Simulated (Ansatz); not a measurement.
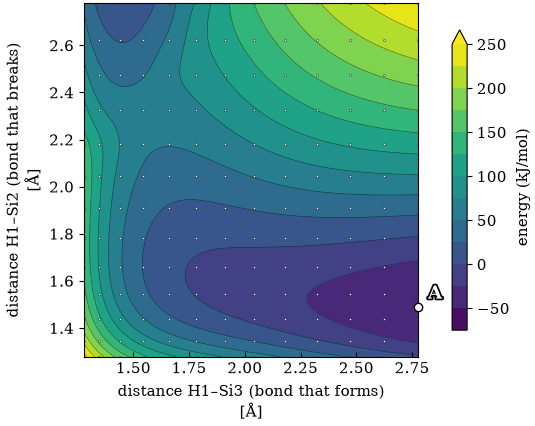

The reacting system FH3Si2 (one molecule; an intramolecular 1,2-shift). 
- First axis: distance H1–Si3 (bond that forms). Second axis: distance H1–Si2 (bond that breaks).
- Relaxed at each point: all other coordinates.
- Grid: 13 × 13 points.
- Points are written as (first, second).
- Energies are in kJ/mol, from a guessed transition structure relaxed with its forming and breaking bonds held.
- The reference is spin-restricted, so regions where a bond is pulled apart into radicals lie too high.
- All numbers below come from RHF/def2-SVP (Ansatz 0.2.0).

In the figure: filled contours, dots at the grid points, one colour for all values above the top of the scale, the point A. Between grid points the surface is interpolated.

Find the lowest path from A to the other arm of the map, and its barrier.

Answer. The easiest path runs from the side where the first distance is long, about (2.78 Å, 1.49 Å), to the side where the second distance is long, (1.438 Å, 2.778 Å). Its highest point, at about (1.59 Å, 2.32 Å), lies about 113 kJ/mol above the start and 55 kJ/mol above the end on the interpolated surface. An end on the edge of the scan is no minimum, so the barrier from there is a lower bound.

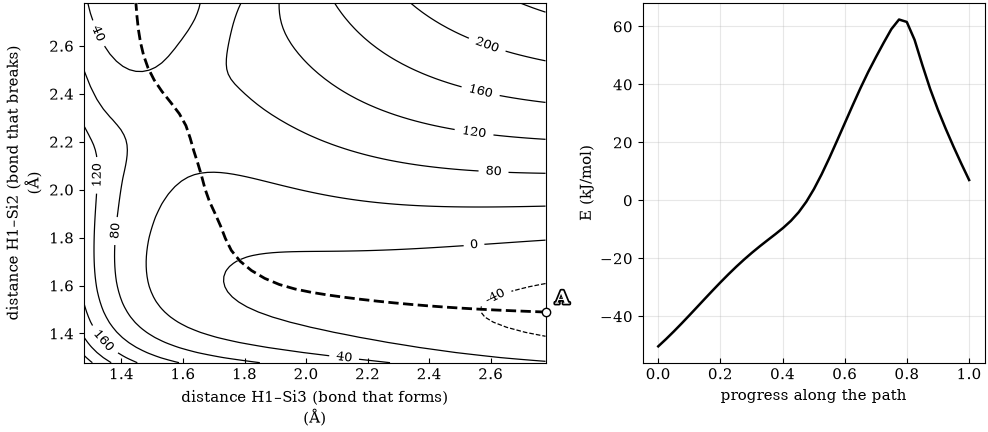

Drawn: contour lines labelled in kJ/mol (none above 240), a line along the lowest path, the energy along the path at the right. Between grid points the surface is interpolated.
